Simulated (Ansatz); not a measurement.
# Cu: response to strain

Base system: Cu in the fcc (Cu type) structure (space group Fm-3m, No. 225; a = 3.5634 Å; relaxed with 0.1 eV smearing). Axes: x, y, z lie along the cube axes.

Strains are applied to the cell and any free atomic positions relax; under biaxial strain the out-of-plane vector relaxes too.

Computed with PBEsol (Ansatz, a quantum-chemistry and plane-wave program), no spin-orbit coupling, earlier PAW set.

Notes on the quantities. pressure: mean of the normal stresses, compression positive.

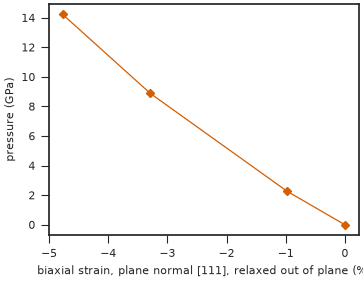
Pressure against biaxial strain, plane normal [111], relaxed out of plane

```tsv
biaxial strain, plane normal [111], relaxed out of plane (%)	pressure
-4.77	14.2 GPa
-3.29	8.9 GPa
-0.98	2.3 GPa
```

No phonon test of stability was made. All final runs are without spin polarisation.
